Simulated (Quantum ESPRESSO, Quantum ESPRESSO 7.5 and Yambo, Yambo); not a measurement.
## BN (Qingsongite): one start, several treatments of the self-energy

How much does the gap of BN (Qingsongite) depend on the approximation to the self-energy?

Main program and level: Quantum ESPRESSO 7.5 and Yambo 5.3.0; PBE and many-body steps on it, plane waves.

### Step 1. The starting structure

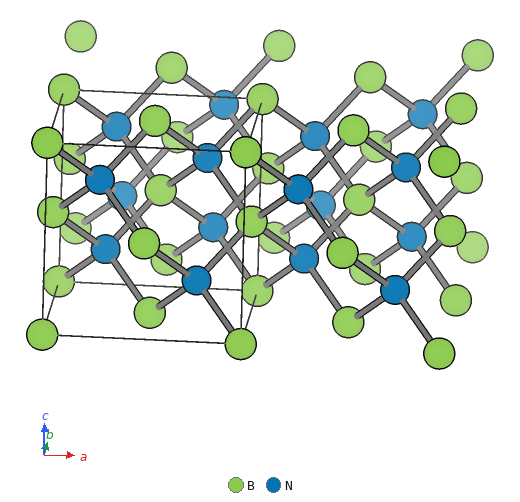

Start, viewed slightly off an axis; boron green, nitrogen blue. 2×2×1 cells are drawn. This picture shows the conventional cell, with its axes. Bonds to atoms that aren't drawn are left out. Some periodic images of atoms are drawn too.

As a file:

```cif
data_structure
_symmetry_space_group_name_H-M 'F-43m'
_symmetry_Int_Tables_number 216
_cell_length_a 3.6150
_cell_length_b 3.6150
_cell_length_c 3.6150
_cell_angle_alpha 90.000
_cell_angle_beta 90.000
_cell_angle_gamma 90.000
_cell_volume 47.24
loop_
_atom_site_label
_atom_site_type_symbol
_atom_site_symmetry_multiplicity
_atom_site_Wyckoff_symbol
_atom_site_fract_x
_atom_site_fract_y
_atom_site_fract_z
_atom_site_occupancy
B1 B 4 a 0.00000 0.00000 0.00000 1
N1 N 4 d 0.25000 0.25000 0.75000 1
```

The cell and positions come from the Crystallography Open Database and are kept as given unless a step says otherwise.

### Step 2. Empty states on the mesh, 8×8×8 mesh, 79 bands

This step: Quantum ESPRESSO 7.5; DFT, PBE, plane waves, norm-conserving pseudopotentials.

The sums over transitions need many empty states on a uniform mesh; this step solves for them.

Contents of pw.in:

```
&control
  calculation = 'nscf'
  prefix = 'x'
  outdir = 'o'
  pseudo_dir = 'pseudo'
/
&system
  ibrav = 0
  nat = 2
  ntyp = 2
  ecutwfc = 72.0
  nbnd = 79
  force_symmorphic = .true.
/
&electrons
  conv_thr = 1e-9
  electron_maxstep = 80
  diago_full_acc = .true.
  diago_thr_init = 5e-6
/
ATOMIC_SPECIES
  B 10.81 B.upf
  N 14.007 N.upf
CELL_PARAMETERS angstrom
  -0.0000000000 1.8075000000 1.8075000000
  1.8075000000 0.0000000000 1.8075000000
  1.8075000000 1.8075000000 -0.0000000000
ATOMIC_POSITIONS crystal
  B 0.0000000000 0.0000000000 0.0000000000
  N 0.2500000000 0.2500000000 0.2500000000
K_POINTS automatic
  8 8 8 0 0 0
```

Started as:

```
$ OMP_NUM_THREADS=1 mpirun -n 4 pw.x -nk 4 -in pw.in > pw.out
```

The log of the run:

```text
Program PWSCF v.7.5 starts

     This program is part of the open-source Quantum ESPRESSO suite
     for quantum simulation of materials; please cite
         "P. Giannozzi et al., J. Phys.:Condens. Matter 21 395502 (2009);
         "P. Giannozzi et al., J. Phys.:Condens. Matter 29 465901 (2017);
         "P. Giannozzi et al., J. Chem. Phys. 152 154105 (2020);
     in publications or presentations arising from this work. More details at

     Atomic positions and unit cell read from directory:
     o/x.save/

     Message from routine setup:
[...]
149.7216 149.7216 151.8788 151.8788 158.3925 164.2551 164.2551 164.8873
   167.0923 172.3756 172.3756 181.6263 183.3153 183.3153 189.5091 189.5091
   190.5634 191.9266 192.5663 192.5663 195.0415 195.0415 199.2534

          k = 0.2652 0.2652-0.2652 (   820 PWs)   bands (ev):

     [... further k-points ...]

     highest occupied, lowest unoccupied level (ev):    11.1555   15.6904

     XML data file, pseudopotentials, collected wavefunctions

=------------------------------------------------------------------------------=
   JOB DONE.
=------------------------------------------------------------------------------=
```

It took 4.5 s on 4 MPI ranks of Arm Neoverse V1, shared host; peak memory 0.19 GiB.

This step gave:

```yaml
gap: 4.535 eV
k_of_the_valence_top: 0, 0, 0
k_of_the_conduction_bottom: 0, -0.5, -0.5
least_direct_gap: 8.878 eV
k_points_computed: 29
lowest_point_of_the_top_converged_band_above_the_valence_top: 178.2516 eV
```

On this mesh the gap is 4.535 eV.

The density comes from a self-consistent run that is not shown.

### Step 3. Conversion and set-up

This step: Yambo 5.3.0; conversion and set-up on PBE, plane waves, norm-conserving pseudopotentials.

The states are converted to the many-body program's format and the q mesh is built.

Started as:

```
$ (cd o/x.save; p2y > p2y.log; mv SAVE ../..); yambo > setup.log
```

The log of the run:

```text
 Yambo, version 5.3.0

 [02] CORE Variables Setup
 =========================

  [02.01] Unit cells
  ==================

  Cell kind             :  FCC
  Atoms in the cell     :  B  N
  number of B  atoms    :  1
  number of N  atoms    :  1

  List of atomic masses
  Mass of B     :  10.81000
  Mass of N     :  14.00700

  List of atomic coordinates    : [cc]
  B1       :  0.000000  0.000000  0.000000  order 1
  N1       :  1.707840  1.707840  1.707840  order 2

  Alat factors          :  3.415680  3.415680  3.415680 [a.u.]
  Direct lattice volume :  79.70059 [a.u.]
[...]
Q [ 1]         [rlu]:  0.000000  0.000000  0.000000
 Q [ 2]         [rlu]: -0.19961E-16 -0.19961E-16  0.12500
 Q [ 3]         [rlu]:  0.53430E-17  0.53430E-17  0.25000
[...]
Q [ 8]         [rlu]: -0.22413E-16  0.12500      0.37500
 Q [ 9]         [rlu]: -0.67428E-16  0.12500      0.50000
 Q [10]         [rlu]:  0.44825E-16  0.12500     -0.37500
     [... 17 further rows ...]
 Q [28]         [rlu]:  0.125000 -0.500000 -0.375000
 Q [29]         [rlu]:  0.250000 -0.500000 -0.250000

  [03.01] X indexes
  =================

   [03.01.01] Sigma indexes
   ========================

 [06] Game Over & Game summary
```

Wall time 2 s (1 MPI rank); peak memory 0.23 GiB.

### Step 4. G0W0, Godby-Needs plasmon pole

G0W0 replaces the xc potential by the self-energy, built once from these orbitals. Only a window of levels is corrected, while the sums run over the empty bands that the input names.

This step: G0W0 on PBE, plane waves, norm-conserving pseudopotentials.

Contents of gw2.in:

```
HF_and_locXC
gw0
dyson
ppa
em1d
rim_cut
RandQpts= 1000000
RandGvec= 1 RL
EXXRLvcs= 72 Ry
VXCRLvcs= 288 Ry
Chimod= "HARTREE"
% BndsRnXp
 1 | 34 |
%
NGsBlkXp= 10.5 Ry
% LongDrXp
 1 | 1 | 1 |
%
% GbndRnge
 1 | 34 |
%
DysSolver= "n"
ExtendOut
PPAPntXp= 27.21138 eV
% QPkrange
 1 | 1 | 3 | 6 |
 21 | 21 | 3 | 6 |
%
```

Started as:

```
$ OMP_NUM_THREADS=1 mpirun -n 4 yambo -F gw2.in -J gw2 -C gw2 > gw2.log
```

The log of the run:

```text
 Yambo, version 5.3.0

 [02] CORE Variables Setup
 =========================

  [... cell, symmetries and grids as in the set-up ...]

  [02.05] Energies & Occupations
  ==============================

  [X] === General ===
  [X] Electronic Temperature                        :  0.000000  0.000000 [eV K]
  [X] Bosonic    Temperature                        :  0.000000  0.000000 [eV K]
  [X] Finite Temperature mode                       : no
  [X] El. density                                   :  0.67737E+24 [cm-3]
  [X] Fermi Level                                   :  11.15554 [eV]

  [X] === Gaps and Widths ===
  [X] Conduction Band Min                           :  4.534823 [eV]
  [X] Valence Band Max                              :  0.000000 [eV]
  [X] Filled Bands                                  :   4
  [X] Empty Bands                                   :    5   79
  [X] Direct Gap                                    :  8.878135 [eV]
  [X] Direct Gap localized at k                     :  1
  [X] Indirect Gap                                  :  4.534823 [eV]
  [X] Indirect Gap between kpts                     :   1  21
  [X] Last valence band width                       :  6.499738 [eV]
  [X] 1st conduction band width                     :  6.083197 [eV]

 [03] Transferred momenta grid and indexing
 ==========================================

 IBZ Q-points                                      :  29
 BZ  Q-points                                      :   512

 K/Q-points units:
 rlu = crystal or reduced units; cc = cartesian coordinates; iku = interal k-units

 Q [ 1]         [rlu]:  0.000000  0.000000  0.000000
 Q [ 2]         [rlu]: -0.19961E-16 -0.19961E-16  0.12500
 Q [ 3]         [rlu]:  0.53430E-17  0.53430E-17  0.25000
 Q [ 4]         [rlu]: -0.70741E-17 -0.70741E-17  0.37500
 Q [ 5]         [rlu]: -0.10686E-16 -0.10686E-16 -0.50000
 Q [ 6]         [rlu]: -0.13995E-17  0.12500      0.12500
 Q [ 7]         [rlu]: -0.48728E-17  0.12500      0.25000
 Q [ 8]         [rlu]: -0.22413E-16  0.12500      0.37500
 Q [ 9]         [rlu]: -0.67428E-16  0.12500      0.50000
 Q [10]         [rlu]:  0.44825E-16  0.12500     -0.37500
     [... 17 further rows ...]
 Q [28]         [rlu]:  0.125000 -0.500000 -0.375000
 Q [29]         [rlu]:  0.250000 -0.500000 -0.250000

 [04] Coloumb potential Random Integration (RIM)
 ===============================================

  [04.01] RIM initialization
  ==========================

  * Diagonal components only detected *

  8 x (sBL volume)        :  0.048629 [a.u.]
  sBZ random points       :  1000000
  Points outside the sBZ  :   7987327
  RL volume               :  3.112276 [a.u.]
  Integrated volume       :  3.117214 [a.u.]

  [04.02] RIM integrals
  =====================

  Gamma point sphere radius             :  0.066209 [a.u.]
  Points outside the sphere             :   799513
  [Int_sBZ(q=0) 1/q^2]*(Vol_sBZ)^(-1/3) =:  7.764325
                                 should be <:  7.795600

  Summary of Coulomb integrals for non-metallic bands |Q|[au] RIM/Bare

  Q [1] 0.100000E-4 0.995988 * Q [2] 0.199133 1.066654
  Q [6] 0.229939 1.065697 * Q [12] 0.325183 1.027401
  Q [7] 0.381311 1.020783 * Q [3] 0.398266 1.018268
  Q [13] 0.459878 1.014976 * Q [11] 0.501141 1.012108
  Q [22] 0.514159 1.011863 * Q [8] 0.563233 1.010068
  Q [14] 0.597399 1.009284 * Q [4] 0.597399 1.009027
[...]
Q [27] 0.829057 1.005405 * Q [24] 0.860353 1.005108
  Q [26] 0.883098 1.005043 * Q [21] 0.919756 1.004671
  Q [28] 0.948063 1.004468 * Q [20] 0.975549 1.004343
  Q [29] 1.028319 1.004012

 [WARNING] [Xp] User bands 1-34 break level degeneracy

 [05] Dipoles
 ============

  [05.01] Setup: observables and procedures
  =========================================

 [06] Dynamic Dielectric Matrix (PPA)
 ====================================

 [WR./gw2//ndb.pp]---------------------------------------------------------------
  Brillouin Zone Q/K grids (IBZ/BZ)                :    29   512    29   512
  RL vectors                                       :  1211 [WF]
  Coulomb cutoff potential                         : none
  Electronic Temperature                           :  0.000000 [K]
  Bosonic    Temperature                           :  0.000000 [K]
  PPA    diel. fun.  energies                      : Perdew, Burke & Ernzerhof(X)+Perdew, Burke & Ernzerhof(C)
  wavefunctions                                    : Perdew, Burke & Ernzerhof(X)+Perdew, Burke & Ernzerhof(C)
  Global Gauge                                     : length
  X matrix size                                    :   59
  X band range                                     :    1   34
  X e/h energy range                               : -1.000000 -1.000000 [eV]
  X Time ordering                                  : R
  X Hxc Kernel                                     : HARTREE
  X Drude frequency                                :  0.000000  0.000000
  X poles                                          :  100.0000 [o/o]
  RL vectors in the sum                            :  1211
  [r,Vnl] included                                 : yes
  Field direction                                  :  0.577350E-5  0.577350E-5  0.577350E-5
  BZ energy Double Grid                            : no
  BZ energy DbGd points                            : 0
  BZ Q point size factor                           : -1.000000
  X Optical Averaged directions                    : none

 [07] Local Exchange-Correlation + Non-Local Fock
 ================================================

 [VXC] Plane waves :   6615
 [EXS] Plane waves :   893

 QP @ state[ 1 ] K range:  1  1
 QP @ state[ 1 ] b range:   3   6
 QP @ state[ 2 ] K range:  21  21
 QP @ state[ 2 ] b range:   3   6

 [xc] Functional : Perdew, Burke & Ernzerhof(X)+Perdew, Burke & Ernzerhof(C)
 [xc] LIBXC used to calculate xc functional
  PP Number of Atomic Species                      :  2
  NLCC RL compoments                               :   6615
  PP Number of Atomic Species                      :  2
  NLCC RL compoments                               :   6615

 [xc] E_xc :  -3.728796 [Ha]
      E_xc :  -7.457591 [Ry]

  Local XC kind (lXC) : Perdew, Burke & Ernzerhof(X)+Perdew, Burke & Ernzerhof(C)
  Non-Local XC kind (nlXC) : Hartree-Fock

  Corrections @ K [1] :  [eV]
 <3|nlXC|3> = -22.01824 -0.98243E-17 <3|lXC|3> = -18.51949 -0.75527E-15
 <4|nlXC|4> = -22.01825  0.13320E-16 <4|lXC|4> = -18.51949  0.94408E-16
 <5|nlXC|5> = -7.186728 -0.45786E-17 <5|lXC|5> = -13.77826  0.94408E-16
 <6|nlXC|6> = -7.186783  0.73712E-18 <6|lXC|6> = -13.77826 -0.18882E-15

  Corrections @ K [21] :  [eV]
 <3|nlXC|3> = -21.61563  0.15629E-16 <3|lXC|3> = -16.49614 -0.94408E-16
 <4|nlXC|4> = -21.61563  0.69161E-17 <4|lXC|4> = -16.49614 -0.18882E-15
 <5|nlXC|5> = -7.432430  0.25398E-17 <5|lXC|5> = -12.56992  0.13313E-15
 <6|nlXC|6> = -6.805022  0.99242E-18 <6|lXC|6> = -12.69598 -0.94408E-16

 [08] Dyson equation: Newton solver
 ==================================

  [08.01] G0W0 (W PPA)
  ====================

  [  GW  ] Bands range     :    1   34
  [GW/PPA] G damping       :  0.100000 [eV]

  QP @ state[ 1 ] K range:  1  1
  QP @ state[ 1 ] b range:   3   6
  QP @ state[ 2 ] K range:  21  21
  QP @ state[ 2 ] b range:   3   6

   Sc/G bands                                       :    1   34
   Sc/G damping                                     :  0.100000 ev
   Sc bands terminator                              : no
   Sx RL components                                 :   893

   QP @ state[ 1 ] K range                          :  1  1
   QP @ state[ 1 ] b range                          :   3   6
   QP @ state[ 2 ] K range                          :  21  21
   QP @ state[ 2 ] b range                          :   3   6
   GF energies kind                                 : Perdew, Burke & Ernzerhof(X)+Perdew, Burke & Ernzerhof(C)
   GF WF`s kind                                     : Perdew, Burke & Ernzerhof(X)+Perdew, Burke & Ernzerhof(C)
   Xs energies kind                                 : Perdew, Burke & Ernzerhof(X)+Perdew, Burke & Ernzerhof(C)
   Xs WF`s kind                                     : Perdew, Burke & Ernzerhof(X)+Perdew, Burke & Ernzerhof(C)

 [11] Game Over & Game summary
```

Wall time 29 s (4 MPI ranks); peak memory 1.2 GiB; 1.8 min of CPU time.

Numbers from this step:

| Item | Value |
| --- | --- |
| G0W0 gap on the points computed | 5.889 eV |
| starting gap on the mesh | 4.535 eV |
| k of the valence top | 0, 0, 0 |
| k of the conduction bottom | 0, -0.5, -0.5 |
| least direct G0W0 gap on the computed points | 10.86 eV |
| Z at the valence top | 0.8297 |
| Z at the conduction bottom | 0.8551 |

The gap on the mesh goes from 4.53 eV to 5.89 eV, a correction of +1.35 eV.

[end of part 1 of 2]

[Paths, hosts, dates, memory and timing lines, banners, echoed tables and standing remarks are left out of the program output.]

[Logs are printed without paths, hosts, clocks, repeated set-up lines and the standing remarks that a program may print on its own settings, such as how far it seeks lower states.]

[Runs of the session that timed out or met a known fault of the program may be left out.]

[Hosts, paths, dates, database ids (printed as entryN), source tags and the programs' standing remarks are cut or masked in the printed files.]
